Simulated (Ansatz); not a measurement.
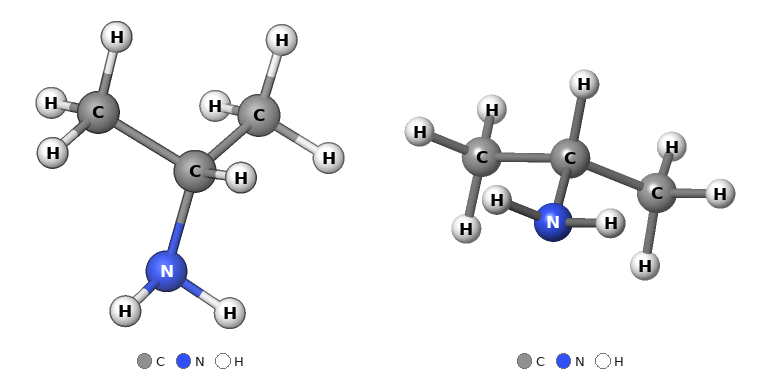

Two views of one molecule.

What is the molecular formula?

Answer. C3H9N, 13 atoms: 3 carbon, 9 hydrogen and 1 nitrogen.

Count the bonded pairs by element.

Answer. 7 C–H, 2 C–C, 2 N–H, 1 C–N.

How many sets of symmetry-equivalent atoms are there?

Answer. 8: 2 C, 1 C, 1 N, 2 H, 2 H, 2 H, 1 H, 2 H.

Give the symmetry (Schoenflies symbol).

Answer. Cs.

More results for the same structure follow; atom numbers are the same in all pictures, views and colours differ. The geometry was computed by an optimisation with PBE0-D4/def2-TZVP.

Shape

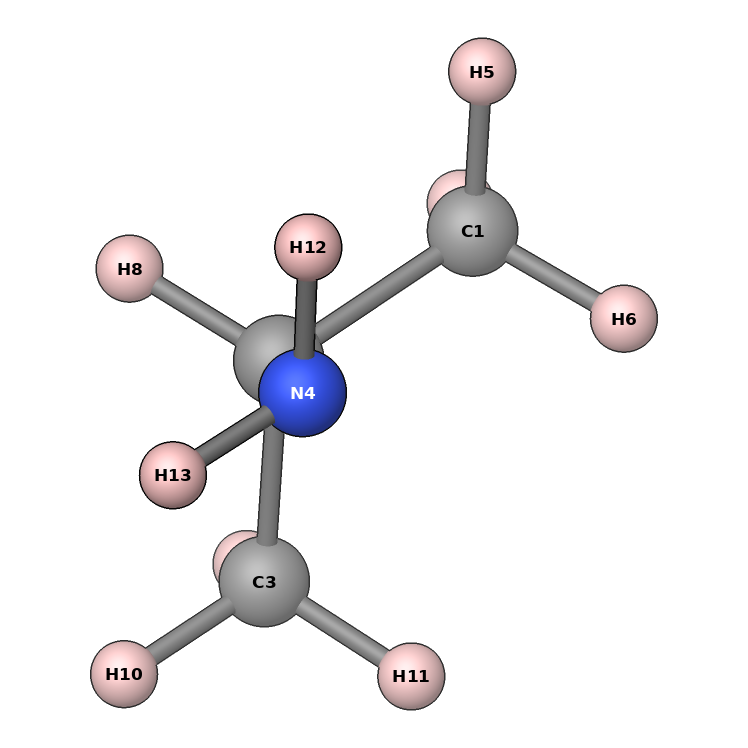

C2 lies behind N4. The molecule seen nearly along the N4–C2 bond, N4 in front. Distant atoms are faded towards the background colour.

What is the torsion angle H12–N4–C2–C1? The sign is positive where the front bond must turn clockwise to cover the back bond.

Answer. 60°, synclinal (gauche).

Electronic properties

Level of theory: RKS r2SCAN0-D4/def2-TZVPP (Ansatz 0.2.0).

What does the calculation give?

- HOMO energy (Kohn–Sham orbital): −7.03 eV
- LUMO energy (Kohn–Sham orbital): 1.51 eV
- HOMO–LUMO gap: 8.54 eV
- dispersion correction: −5.7 kJ/mol

Thermal motion

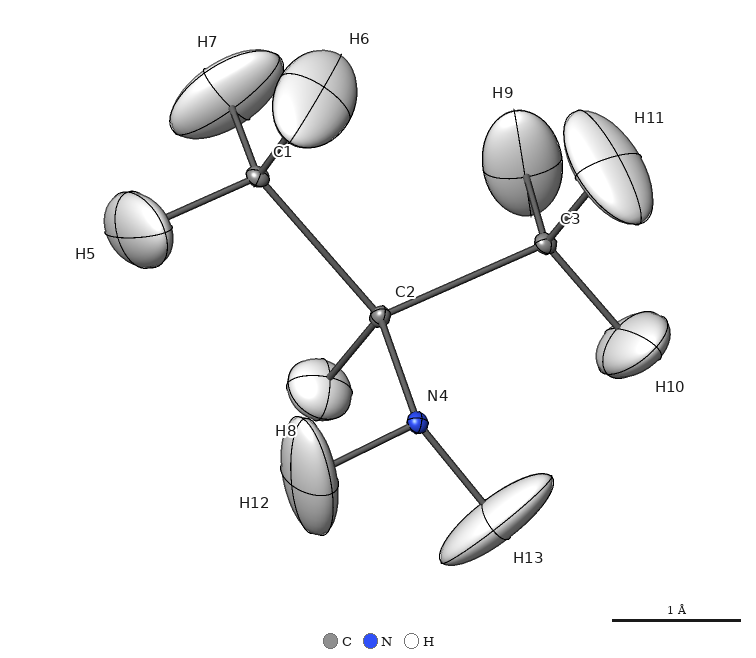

Displacement ellipsoids at the 50 % level, enlarged 1.5 times, from the internal vibrations of the free molecule (harmonic, no overall translation or rotation; no half-axis is drawn under 0.075 Å). Vibrations computed with RKS PBE0-D4/def2-TZVP (Ansatz 0.2.0). Temperature: 298 K.

Which atom has the largest mean-square displacement?

Answer. H12, H13, with U_eq = 0.0270 Å².

Does H13 move more along its bond or across it?

Answer. Across it: the root-mean-square amplitude is 0.076 Å along the bond and up to 0.242 Å across, since bending and torsion are softer than stretching.

List U_eq and the three principal root-mean-square amplitudes for each kind of atom.

| atom | U_eq (Å²) | rms amplitudes (Å) |
| --- | --- | --- |
| C1, C3 | 0.0013 | 0.024, 0.039, 0.041 |
| C2 | 0.0014 | 0.035, 0.035, 0.041 |
| N4 | 0.0012 | 0.026, 0.037, 0.039 |
| H5, H10 | 0.0243 | 0.080, 0.134, 0.220 |
| H6, H11 | 0.0258 | 0.074, 0.137, 0.230 |
| H7, H9 | 0.0246 | 0.079, 0.134, 0.222 |
| H8 | 0.0112 | 0.082, 0.115, 0.116 |
| H12, H13 | 0.0270 | 0.075, 0.129, 0.242 |

Charges

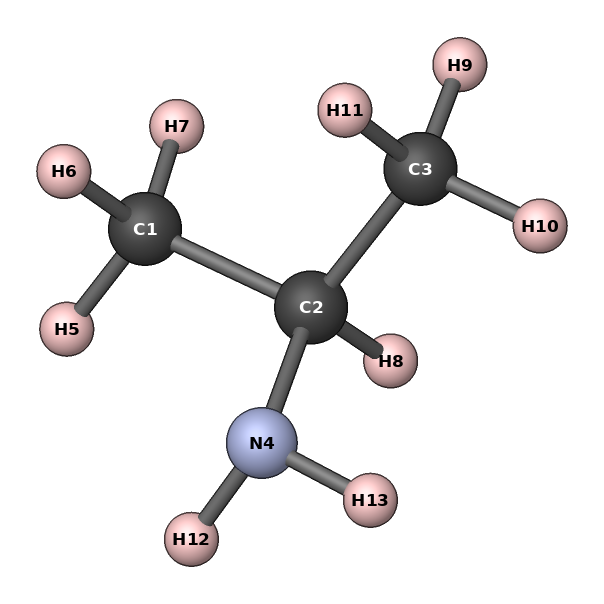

The questions are on Mulliken charges. Level of theory: RKS PBE-D4/def2-TZVPP (Ansatz 0.2.0).

Which atom carries the highest charge (most positive or least negative)?

Answer. H12, H13 (0.13 e).

And the lowest?

Answer. N4 (−0.35 e).

Give the Mulliken charges atom by atom.

```json
{"atom": "C1", "value (e)": "−0.25"}
{"atom": "C2", "value (e)": "0.12"}
{"atom": "C3", "value (e)": "−0.25"}
{"atom": "N4", "value (e)": "−0.35"}
{"atom": "H5", "value (e)": "0.07"}
{"atom": "H6", "value (e)": "0.08"}
{"atom": "H7", "value (e)": "0.07"}
{"atom": "H8", "value (e)": "0.05"}
{"atom": "H9", "value (e)": "0.07"}
{"atom": "H10", "value (e)": "0.07"}
{"atom": "H11", "value (e)": "0.08"}
{"atom": "H12", "value (e)": "0.13"}
{"atom": "H13", "value (e)": "0.13"}
```

Mulliken values depend strongly on the basis set and can even reverse the polarity of a bond.
